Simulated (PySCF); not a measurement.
# KN−: from the state search to spectroscopic constants

Aim: find the lowest electronic state of KN−, scan its bond at several levels of theory, and get bond length, wavenumber and dissociation energy from each curve.

Program: PySCF 2.14.0. Level of theory: K aug-cc-pVDZ-X2C, N aug-cc-pVDZ-DK, spin-free X2C with a Gaussian nucleus. These are calculated values, not measurements.

4 further runs of the same task are left out: 4 set aside as unsound or not needed.

## Step 1: The job

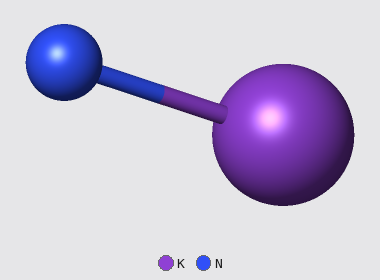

The two atoms at the starting distance (potassium purple, nitrogen blue).

The job is set up so:

```
atoms                         : K, N
charge                        : -1
basis                         : K aug-cc-pVDZ-X2C, N aug-cc-pVDZ-DK
Hamiltonian                   : spin-free X2C with a Gaussian nucleus
basis functions               : 59
electrons treated             : 27
masses in u                   : 38.9637, 14.0031
levels                        : PBE0, PBE, r²SCAN, revPBE, LDA, BLYP, HSE06, MP2, SCS-MP2
grid                          : 80 radial by 434 angular points
occupations                   : held fixed by the projection of orbital angular momentum
dissociation limit            : K− + N, each in its ground configuration
starting distance in angstrom : 2.700
values of 2S to try           : 1, 3
```

Run with:

```bash
$ OMP_NUM_THREADS=1 python dia.py task.json out
```

The job searches for the state first and then visits each distance with every level. Its results follow level by level.

## Step 2: PBE0 along the bond

State followed: ⁴Σ⁻ (quartet), unpaired electrons σ ↑, π ↑↑. The scan is laid around 2.719 Å.

Log of the SCF at 2.719 Å:

```text
******** <class 'pyscf.dft.uks_symm.SymAdaptedUKS'> ********
method = SymAdaptedUKS
initial guess = minao
damping factor = 0
level_shift factor = 0
DIIS = <class 'pyscf.scf.diis.CDIIS'>
diis_start_cycle = 1
diis_space = 10
diis_damp = 0
SCF conv_tol = 1e-09
SCF conv_tol_grad = None
SCF max_cycles = 60
direct_scf = False
max_memory 909 MB (current use 346 MB)
number electrons alpha = 15  beta = 12
XC library pyscf.dft.libxc version 7.0.0
    S. Lehtola, C. Steigemann, M. J.T. Oliveira, and M. A.L. Marques.,  SoftwareX 7, 1–5 (2018)
XC functionals = PBE0
    C. Adamo and V. Barone.,  J. Chem. Phys. 110, 6158 (1999)
    M. Ernzerhof and G. E. Scuseria.,  J. Chem. Phys. 110, 5029 (1999)
small_rho_cutoff = 0
Overwritten attributes  get_j get_occ get_k get_jk get_hcore  of <class 'pyscf.dft.uks_symm.SymAdaptedUKS'>
<class 'pyscf.dft.uks_symm.SymAdaptedUKS'> does not have attributes  refdm
Set gradient conv threshold to 3.16228e-05
init E= -656.673658677739
cycle= 1 E= -656.673369845596  delta_E= 0.000289  |g|= 0.00339  |ddm|= 0.0311
cycle= 2 E= -656.673346867437  delta_E= 2.3e-05  |g|= 0.00675  |ddm|= 0.0287
cycle= 3 E= -656.673378888633  delta_E= -3.2e-05  |g|= 0.00014  |ddm|= 0.0174
cycle= 4 E= -656.673378968394  delta_E= -7.98e-08  |g|= 0.000114  |ddm|= 0.00223
cycle= 5 E= -656.673379009433  delta_E= -4.1e-08  |g|= 6.17e-05  |ddm|= 0.00211
cycle= 6 E= -656.673379017074  delta_E= -7.64e-09  |g|= 1.58e-05  |ddm|= 0.000664
cycle= 7 E= -656.673379018275  delta_E= -1.2e-09  |g|= 4.67e-06  |ddm|= 0.000319
cycle= 8 E= -656.673379018378  delta_E= -1.03e-10  |g|= 1.14e-06  |ddm|= 0.000116
Extra cycle  E= -656.67337901838  delta_E= -2.39e-12  |g|= 1.32e-06  |ddm|= 1.86e-05
converged SCF energy = -656.67337901838  <S^2> = 3.7766394  2S+1 = 4.0132976
```

The curve and what changes along it:

| R (Å) | E (eV) | μ (D) | Mulliken charge of K (e) | Mayer bond order | ⟨S²⟩ | HOMO (eV) | LUMO (eV) |
| --- | --- | --- | --- | --- | --- | --- | --- |
| 2.3383 | 0.2658 | 4.84 | -0.33 | 0.60 | 3.77 | 0.46 | 1.43 |
| 2.4471 | 0.1111 | 4.36 | -0.32 | 0.58 | 3.77 | 0.44 | 1.44 |
| 2.5559 | 0.0313 | 3.91 | -0.31 | 0.56 | 3.77 | 0.43 | 1.45 |
| 2.6374 | 0.0055 | 3.59 | -0.31 | 0.56 | 3.77 | 0.41 | 1.46 |
| 2.7190 | 0.0000 | 3.28 | -0.31 | 0.56 | 3.78 | 0.40 | 1.46 |
| 2.8006 | 0.0091 | 3.00 | -0.32 | 0.56 | 3.78 | 0.38 | 1.46 |
| 2.9093 | 0.0364 | 2.66 | -0.33 | 0.56 | 3.79 | 0.37 | 1.47 |
| 3.0453 | 0.0850 | 2.29 | -0.34 | 0.56 | 3.79 | 0.35 | 1.47 |
| 3.2084 | 0.1524 | 1.93 | -0.36 | 0.55 | 3.81 | 0.32 | 1.48 |
| 3.4259 | 0.2432 | 1.56 | -0.39 | 0.54 | 3.82 | 0.29 | 1.49 |

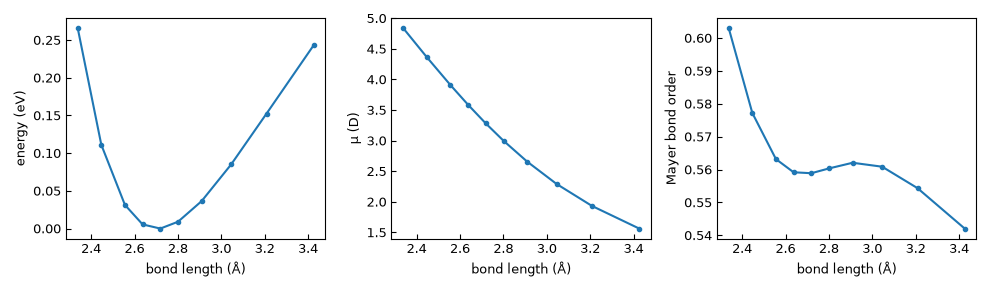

The PBE0 energy and properties against bond length.

Constants from the curve: Re = 2.705 Å, ωe = 246.8 cm⁻¹, ωexe = 3.06 cm⁻¹, αe = 0.00338 cm⁻¹, Be = 0.2237 cm⁻¹, De = 1.01 eV, μ = 3.33 D.

Orbitals nearest the gap at 2.719 Å:

| spin | orbital | ε (eV) | filled | made of |
| --- | --- | --- | --- | --- |
| β | π | -16.97 | yes | K p 100 % |
| β | π | -16.97 | yes | K p 100 % |
| β | σ | -16.77 | yes | K p 99 % |
| α | σ | -14.92 | yes | N s 93 % |
| β | σ | -10.90 | yes | N s 97 % |
| α | π | -2.90 | yes | N p 99 % |
| α | π | -2.90 | yes | N p 99 % |
| α | σ | -1.72 | yes | N p 93 % |
| β | σ | -0.03 | yes | N p 80 %, K s 17 % |
| α | σ | 0.40 | yes | K s 72 %, K p 26 % |
| α | π | 1.46 | no | K p 82 %, K d 17 % |
| α | π | 1.46 | no | K p 82 %, K d 17 % |
| β | σ | 1.63 | no | K s 76 %, K p 15 % |
| β | π | 1.82 | no | K p 98 % |

Polarisability there: 1225.8 bohr³ along the bond, 1704.1 across it.

## Step 3: Fields at the reference distance

The fields below are evaluated on a grid from the run's orbitals.

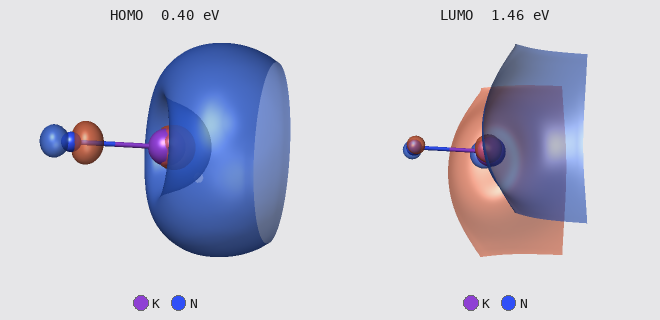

PBE0 orbitals (alpha spin) near the gap, drawn at the value that encloses 70 % of each; the two colours are the two signs. The HOMO is diffuse and is cut off by the edge of the grid. The LUMO is diffuse and is cut off by the edge of the grid.

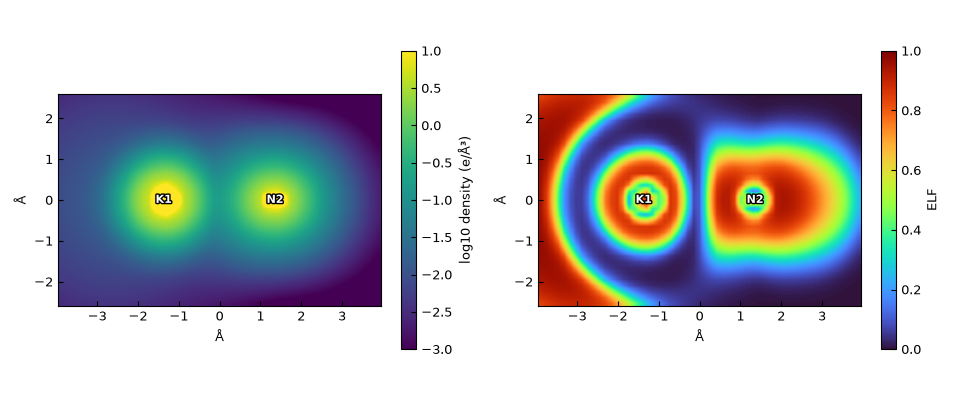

Density (left) and ELF (right) in a plane through or near 2 of the atoms.

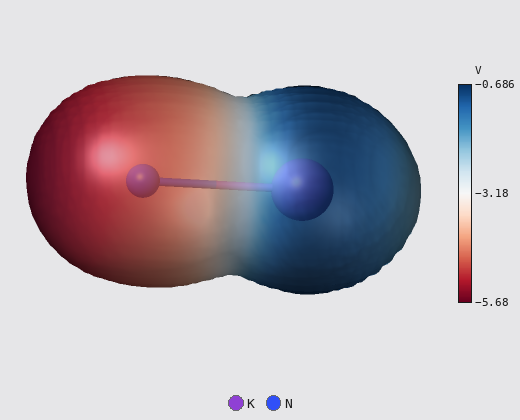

Electrostatic potential on the surface of density 0.002 e/bohr³; red is low, blue high. It runs, from the 1st to the 99th percentile, from -5.68 V near N2 to -0.69 V near K1.

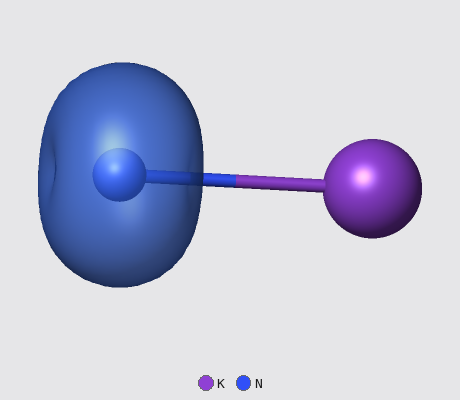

Spin density at ±0.07 e/Å³ (alpha excess blue, beta excess red).

## Step 4: PBE

Output of the SCF at 2.719 Å:

```text
[... 13 set-up lines left out, the same as in an earlier log ...]
max_memory 909 MB (current use 433 MB)
[... 3 set-up lines left out, the same as in an earlier log ...]
XC functionals = PBE
    J. P. Perdew, K. Burke, and M. Ernzerhof.,  Phys. Rev. Lett. 77, 3865 (1996)
    J. P. Perdew, K. Burke, and M. Ernzerhof.,  Phys. Rev. Lett. 78, 1396 (1997)
    J. P. Perdew, K. Burke, and M. Ernzerhof.,  Phys. Rev. Lett. 77, 3865 (1996)
    J. P. Perdew, K. Burke, and M. Ernzerhof.,  Phys. Rev. Lett. 78, 1396 (1997)
[... 2 set-up lines left out, the same as in an earlier log ...]
init E= -656.627900339138
cycle= 1 E= -656.601507067901  delta_E= 0.0264  |g|= 0.162  |ddm|= 0.883
cycle= 2 E= -656.501660836528  delta_E= 0.0998  |g|= 0.409  |ddm|=  1.5
cycle= 3 E= -656.613779092378  delta_E= -0.112  |g|= 0.119  |ddm|= 0.878
cycle= 4 E= -656.627696379316  delta_E= -0.0139  |g|= 0.0385  |ddm|= 0.653
cycle= 5 E= -656.629506792195  delta_E= -0.00181  |g|= 0.00375  |ddm|= 0.225
cycle= 6 E= -656.62952247459  delta_E= -1.57e-05  |g|= 0.00211  |ddm|= 0.0405
cycle= 7 E= -656.629526021717  delta_E= -3.55e-06  |g|= 0.000864  |ddm|= 0.00797
cycle= 8 E= -656.629526612161  delta_E= -5.9e-07  |g|= 0.000363  |ddm|= 0.00291
cycle= 9 E= -656.629526734925  delta_E= -1.23e-07  |g|= 8.95e-05  |ddm|= 0.00138
cycle= 10 E= -656.629526742956  delta_E= -8.03e-09  |g|= 6.31e-06  |ddm|= 0.000364
cycle= 11 E= -656.629526742996  delta_E= -4e-11  |g|= 1.01e-06  |ddm|= 3.15e-05
Extra cycle  E= -656.629526742962  delta_E= 3.38e-11  |g|= 6.07e-06  |ddm|= 2.5e-05
converged SCF energy = -656.629526742962  <S^2> = 3.768898  2S+1 = 4.0094379
```

Re = 2.745 Å, ωe = 227.0 cm⁻¹, ωexe = 2.92 cm⁻¹, αe = 0.00349 cm⁻¹, Be = 0.2173 cm⁻¹, De = 1.31 eV, μ = 3.54 D. 15 s of CPU time for 12 points, integrals apart.

## Step 5: r²SCAN (meta-GGA)

Output of the SCF at 2.719 Å:

```text
[... 13 set-up lines left out, the same as in an earlier log ...]
max_memory 909 MB (current use 396 MB)
[... 3 set-up lines left out, the same as in an earlier log ...]
XC functionals = R2SCAN
    J. W. Furness, A. D. Kaplan, J. Ning, J. P. Perdew, and J. Sun.,  J. Phys. Chem. Lett. 11, 8208-8215 (2020)
    J. W. Furness, A. D. Kaplan, J. Ning, J. P. Perdew, and J. Sun.,  J. Phys. Chem. Lett. 11, 9248-9248 (2020)
    J. W. Furness, A. D. Kaplan, J. Ning, J. P. Perdew, and J. Sun.,  J. Phys. Chem. Lett. 11, 8208-8215 (2020)
    J. W. Furness, A. D. Kaplan, J. Ning, J. P. Perdew, and J. Sun.,  J. Phys. Chem. Lett. 11, 9248-9248 (2020)
[... 2 set-up lines left out, the same as in an earlier log ...]
init E= -656.837841653456
cycle= 1 E= -656.834939346628  delta_E= 0.0029  |g|= 0.0586  |ddm|= 0.454
cycle= 2 E= -656.814302196992  delta_E= 0.0206  |g|= 0.172  |ddm|= 0.677
cycle= 3 E= -656.837577701526  delta_E= -0.0233  |g|= 0.0316  |ddm|= 0.395
cycle= 4 E= -656.838668787995  delta_E= -0.00109  |g|= 0.009  |ddm|= 0.151
cycle= 5 E= -656.838773157229  delta_E= -0.000104  |g|= 0.00204  |ddm|= 0.076
cycle= 6 E= -656.838778997436  delta_E= -5.84e-06  |g|= 0.00102  |ddm|= 0.0278
cycle= 7 E= -656.838780556729  delta_E= -1.56e-06  |g|= 0.000122  |ddm|= 0.0119
cycle= 8 E= -656.838780684715  delta_E= -1.28e-07  |g|= 0.000161  |ddm|= 0.0121
cycle= 9 E= -656.838780730674  delta_E= -4.6e-08  |g|= 8.44e-06  |ddm|= 0.00419
cycle= 10 E= -656.838780731491  delta_E= -8.17e-10  |g|= 1.08e-05  |ddm|= 0.00064
Extra cycle  E= -656.838780728442  delta_E= 3.05e-09  |g|= 5.7e-05  |ddm|= 0.000243
converged SCF energy = -656.838780728442  <S^2> = 3.7747512  2S+1 = 4.0123565
```

Re = 2.747 Å, ωe = 225.6 cm⁻¹, ωexe = 3.13 cm⁻¹, αe = 0.00368 cm⁻¹, Be = 0.2169 cm⁻¹, De = 1.07 eV, μ = 3.70 D. 23 s of CPU time for 12 points, integrals apart.

## Step 6: revPBE

Log of the SCF at 2.719 Å:

```text
[... 17 set-up lines left out, the same as in an earlier log ...]
XC functionals = PBE_R,PBE
    Y. Zhang and W. Yang.,  Phys. Rev. Lett. 80, 890 (1998)
[... 4 set-up lines left out, the same as in an earlier log ...]
init E= -656.800031560136
cycle= 1 E= -656.772719463573  delta_E= 0.0273  |g|= 0.162  |ddm|= 0.869
cycle= 2 E= -656.675227316379  delta_E= 0.0975  |g|= 0.404  |ddm|= 1.47
cycle= 3 E= -656.785201259117  delta_E= -0.11  |g|= 0.12  |ddm|= 0.863
cycle= 4 E= -656.797849065282  delta_E= -0.0126  |g|= 0.0515  |ddm|= 0.694
cycle= 5 E= -656.801259744372  delta_E= -0.00341  |g|= 0.0066  |ddm|=  0.3
cycle= 6 E= -656.801264410275  delta_E= -4.67e-06  |g|= 0.0068  |ddm|= 0.0749
cycle= 7 E= -656.801303906473  delta_E= -3.95e-05  |g|= 0.00284  |ddm|= 0.0198
cycle= 8 E= -656.801311703727  delta_E= -7.8e-06  |g|= 0.000748  |ddm|= 0.0108
cycle= 9 E= -656.801312272328  delta_E= -5.69e-07  |g|= 8.81e-05  |ddm|= 0.00338
cycle= 10 E= -656.80131227988  delta_E= -7.55e-09  |g|= 3.1e-06  |ddm|= 0.000431
cycle= 11 E= -656.8013122799  delta_E= -1.96e-11  |g|= 2.3e-06  |ddm|= 5.54e-05
Extra cycle  E= -656.80131227972  delta_E= 1.8e-10  |g|= 1.39e-05  |ddm|= 5.92e-05
converged SCF energy = -656.80131227972  <S^2> = 3.7705104  2S+1 = 4.0102421
```

Re = 2.784 Å, ωe = 213.8 cm⁻¹, ωexe = 2.87 cm⁻¹, αe = 0.00354 cm⁻¹, Be = 0.2112 cm⁻¹, De = 1.23 eV, μ = 3.84 D. 9.6 s of CPU time for 12 points, integrals apart.

## Step 7: LDA

Log of the SCF at 2.719 Å:

```text
[... 17 set-up lines left out, the same as in an earlier log ...]
XC functionals = LDA,VWN
    P. A. M. Dirac.,  Math. Proc. Cambridge Philos. Soc. 26, 376 (1930)
    F. Bloch.,  Z. Phys. 57, 545 (1929)
    S. H. Vosko, L. Wilk, and M. Nusair.,  Can. J. Phys. 58, 1200 (1980)
[... 2 set-up lines left out, the same as in an earlier log ...]
init E= -654.684972916626
cycle= 1 E= -654.616947819718  delta_E= 0.068  |g|= 0.252  |ddm|= 1.38
cycle= 2 E= -654.424185305018  delta_E= 0.193  |g|= 0.583  |ddm|= 2.18
cycle= 3 E= -654.652573652217  delta_E= -0.228  |g|= 0.182  |ddm|= 1.31
cycle= 4 E= -654.686858517137  delta_E= -0.0343  |g|= 0.0374  |ddm|= 0.851
cycle= 5 E= -654.68861092165  delta_E= -0.00175  |g|= 0.0116  |ddm|= 0.266
cycle= 6 E= -654.688749916256  delta_E= -0.000139  |g|= 0.00466  |ddm|= 0.0591
cycle= 7 E= -654.688765059924  delta_E= -1.51e-05  |g|= 0.00273  |ddm|= 0.0125
cycle= 8 E= -654.688772434255  delta_E= -7.37e-06  |g|= 0.000794  |ddm|= 0.00942
cycle= 9 E= -654.688773134496  delta_E= -7e-07  |g|= 9.77e-05  |ddm|= 0.00326
cycle= 10 E= -654.688773145638  delta_E= -1.11e-08  |g|= 1.91e-05  |ddm|= 0.000617
cycle= 11 E= -654.688773146044  delta_E= -4.06e-10  |g|= 2.85e-06  |ddm|= 9.19e-05
Extra cycle  E= -654.688773145731  delta_E= 3.12e-10  |g|= 1.82e-05  |ddm|= 8.15e-05
converged SCF energy = -654.688773145731  <S^2> = 3.7690205  2S+1 = 4.009499
```

Re = 2.670 Å, ωe = 248.1 cm⁻¹, ωexe = 3.29 cm⁻¹, αe = 0.00365 cm⁻¹, Be = 0.2296 cm⁻¹, De = 1.41 eV, μ = 3.35 D.

## Step 8: BLYP (GGA)

The SCF at the reference distance, 2.719 Å, printed:

```text
[... 13 set-up lines left out, the same as in an earlier log ...]
max_memory 909 MB (current use 397 MB)
[... 3 set-up lines left out, the same as in an earlier log ...]
XC functionals = BLYP
    A. D. Becke.,  Phys. Rev. A 38, 3098 (1988)
    C. Lee, W. Yang, and R. G. Parr.,  Phys. Rev. B 37, 785 (1988)
    B. Miehlich, A. Savin, H. Stoll, and H. Preuss.,  Chem. Phys. Lett. 157, 200 (1989)
[... 2 set-up lines left out, the same as in an earlier log ...]
init E= -656.90029016633
cycle= 1 E= -656.883982752995  delta_E= 0.0163  |g|= 0.133  |ddm|= 1.21
cycle= 2 E= -656.802338969255  delta_E= 0.0816  |g|= 0.364  |ddm|= 1.49
cycle= 3 E= -656.891322795385  delta_E= -0.089  |g|= 0.102  |ddm|= 0.772
cycle= 4 E= -656.902360092107  delta_E= -0.011  |g|= 0.0238  |ddm|= 0.585
cycle= 5 E= -656.903010645597  delta_E= -0.000651  |g|= 0.00205  |ddm|= 0.159
cycle= 6 E= -656.903017978721  delta_E= -7.33e-06  |g|= 0.000409  |ddm|= 0.0456
cycle= 7 E= -656.903018269339  delta_E= -2.91e-07  |g|= 0.000423  |ddm|= 0.00852
cycle= 8 E= -656.903018378392  delta_E= -1.09e-07  |g|= 0.00027  |ddm|= 0.00168
cycle= 9 E= -656.903018453219  delta_E= -7.48e-08  |g|= 3.17e-05  |ddm|= 0.00133
cycle= 10 E= -656.903018454328  delta_E= -1.11e-09  |g|= 2.32e-06  |ddm|= 0.000264
cycle= 11 E= -656.903018454335  delta_E= -7.62e-12  |g|= 2.43e-06  |ddm|= 5.9e-05
Extra cycle  E= -656.903018454156  delta_E= 1.79e-10  |g|= 1.41e-05  |ddm|= 6.41e-05
converged SCF energy = -656.903018454156  <S^2> = 3.7706178  2S+1 = 4.0102957
```

Re = 2.773 Å, ωe = 218.4 cm⁻¹, ωexe = 2.95 cm⁻¹, αe = 0.00353 cm⁻¹, Be = 0.2128 cm⁻¹, De = 1.35 eV, μ = 3.45 D. 15 s of CPU time for 12 points, integrals apart.

## Step 9: HSE06

Output of the SCF at 2.719 Å:

```text
[... 17 set-up lines left out, the same as in an earlier log ...]
XC functionals = HSE06
    J. Heyd, G. E. Scuseria, and M. Ernzerhof.,  J. Chem. Phys. 118, 8207 (2003)
    J. Heyd, G. E. Scuseria, and M. Ernzerhof.,  J. Chem. Phys. 124, 219906 (2006)
    A. V. Krukau, O. A. Vydrov, A. F. Izmaylov, and G. E. Scuseria.,  J. Chem. Phys. 125, 224106 (2006)
[... 2 set-up lines left out, the same as in an earlier log ...]
init E= -656.700491522531
cycle= 1 E= -656.700507296712  delta_E= -1.58e-05  |g|= 0.00269  |ddm|= 0.0742
cycle= 2 E= -656.700468764357  delta_E= 3.85e-05  |g|= 0.00739  |ddm|= 0.0348
cycle= 3 E= -656.700514215114  delta_E= -4.55e-05  |g|= 0.000135  |ddm|= 0.0219
cycle= 4 E= -656.7005142602  delta_E= -4.51e-08  |g|= 0.000292  |ddm|= 0.00214
cycle= 5 E= -656.700514354712  delta_E= -9.45e-08  |g|= 7.69e-05  |ddm|= 0.00184
cycle= 6 E= -656.700514362914  delta_E= -8.2e-09  |g|= 1.5e-05  |ddm|= 0.00104
cycle= 7 E= -656.700514363182  delta_E= -2.68e-10  |g|= 1.22e-06  |ddm|= 9.54e-05
Extra cycle  E= -656.700514363171  delta_E= 1.1e-11  |g|= 3.6e-06  |ddm|= 2.77e-05
converged SCF energy = -656.700514363171  <S^2> = 3.7759899  2S+1 = 4.0129739
```

Re = 2.704 Å, ωe = 246.5 cm⁻¹, ωexe = 3.14 cm⁻¹, αe = 0.00344 cm⁻¹, Be = 0.2238 cm⁻¹, De = 1.02 eV, μ = 3.30 D. 23 s of CPU time for 12 points, integrals apart.

## Step 10: Adding correlation

Reference: UHF; core orbitals frozen: 6.

Correlation energy (eV) along the bond:

| R (Å) | MP2 | SCS-MP2 |
| --- | --- | --- |
| 2.338 | -3.634 | -3.511 |
| 2.447 | -3.623 | -3.502 |
| 2.556 | -3.612 | -3.494 |
| 2.637 | -3.603 | -3.487 |
| 2.719 | -3.593 | -3.479 |
| 2.801 | -3.580 | -3.468 |
| 2.909 | -3.552 | -3.443 |
| 3.045 | -2.787 | -2.662 |
| 3.208 | -2.735 | -2.610 |
| 3.426 | -2.677 | -2.553 |

UHF-MP2: No constants are quoted: the points don't follow one smooth fit.

UHF-SCS-MP2: No constants are quoted: the points don't follow one smooth fit.

## Step 11: The curves together

Energy (eV) from each level's lowest point:

| R (Å) | UHF-MP2 | UHF-SCS-MP2 | LDA | PBE | revPBE | BLYP | r²SCAN | PBE0 | HSE06 |
| --- | --- | --- | --- | --- | --- | --- | --- | --- | --- |
| 2.338 | 0.294 | 0.303 | 0.210 | 0.293 | 0.333 | 0.325 | 0.299 | 0.266 | 0.265 |
| 2.447 | 0.118 | 0.125 | 0.079 | 0.132 | 0.160 | 0.154 | 0.135 | 0.111 | 0.111 |
| 2.556 | 0.029 | 0.033 | 0.017 | 0.045 | 0.062 | 0.058 | 0.046 | 0.031 | 0.031 |
| 2.637 | 0.002 | 0.004 | 0.000 | 0.012 | 0.023 | 0.019 | 0.013 | 0.005 | 0.005 |
| 2.719 | 0.000 | 0.000 | 0.001 | 0.000 | 0.004 | 0.002 | 0.000 | 0.000 | 0.000 |
| 2.801 | 0.017 | 0.015 | 0.015 | 0.002 | 0.000 | 0.000 | 0.002 | 0.009 | 0.009 |
| 2.909 | 0.068 | 0.062 | 0.047 | 0.021 | 0.011 | 0.013 | 0.020 | 0.036 | 0.036 |
| 3.045 | 0.759 | 0.770 | 0.098 | 0.059 | 0.042 | 0.046 | 0.057 | 0.085 | 0.085 |
| 3.208 | 0.766 | 0.777 | 0.165 | 0.116 | 0.091 | 0.097 | 0.112 | 0.152 | 0.151 |
| 3.426 | 0.780 | 0.791 | 0.255 | 0.196 | 0.163 | 0.171 | 0.188 | 0.243 | 0.241 |

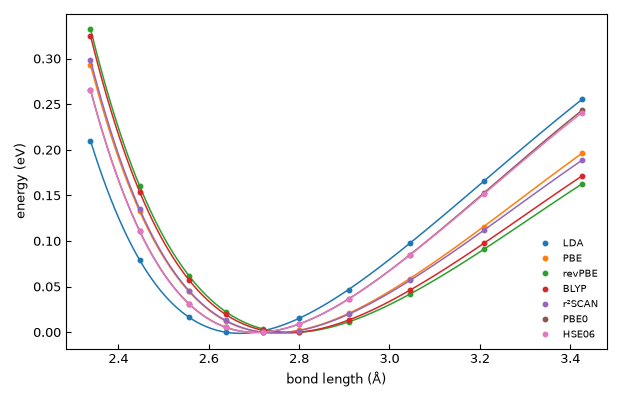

All levels on one scale; every curve starts from its own lowest point. Far from equilibrium a single determinant need not separate into the right atoms, and MP2 on it can jump. Curves with a jump are left out.

The whole job (state search and all levels along the bond) took 4 min on 1 thread of Arm Neoverse N1 (shared host), peak memory 0.89 GiB.

## Step 12: Constants by level of theory

Lowest PBE0 solution found, without spin–orbit coupling: ⁴Σ⁻ (quartet), unpaired electrons σ ↑, π ↑↑.

| level | Re (Å) | ωe (cm⁻¹) | De (eV) | μ (D) |
| --- | --- | --- | --- | --- |
| LDA | 2.670 | 248.1 | 1.41 | 3.35 |
| PBE | 2.745 | 227.0 | 1.31 | 3.54 |
| revPBE | 2.784 | 213.8 | 1.23 | 3.84 |
| BLYP | 2.773 | 218.4 | 1.35 | 3.45 |
| r²SCAN | 2.747 | 225.6 | 1.07 | 3.70 |
| PBE0 | 2.705 | 246.8 | 1.01 | 3.33 |
| HSE06 | 2.704 | 246.5 | 1.02 | 3.30 |

De is counted to K− + N in their ground configurations. A positive dipole points from K to N; in an ion it is taken about the centre of mass and does not tell which atom is negative. No constants: UHF-MP2 (the points don't follow one smooth fit); UHF-SCS-MP2 (the points don't follow one smooth fit).

Time per point (s) on 1 thread of Arm Neoverse N1, shared host (CPU time, shared integrals of 0.53 s apart; correlated levels include their reference); the times are rough: LDA 1.1, PBE 1.2, revPBE 0.8, BLYP 1.3, r²SCAN 1.9, PBE0 1.9, HSE06 2.

What this shows: The methods spread over 0.114 Å in bond length, from LDA to revPBE. Among the levels with a De in the table, it runs from 1.01 eV (PBE0) to 1.41 eV (LDA).

Correlated steps freeze 6 core orbitals. With some functionals the highest level of the anion is positive, from self-interaction error or because the anion is truly unbound there; the finite basis then holds the extra electron, and no neutral molecule was run to test the binding.
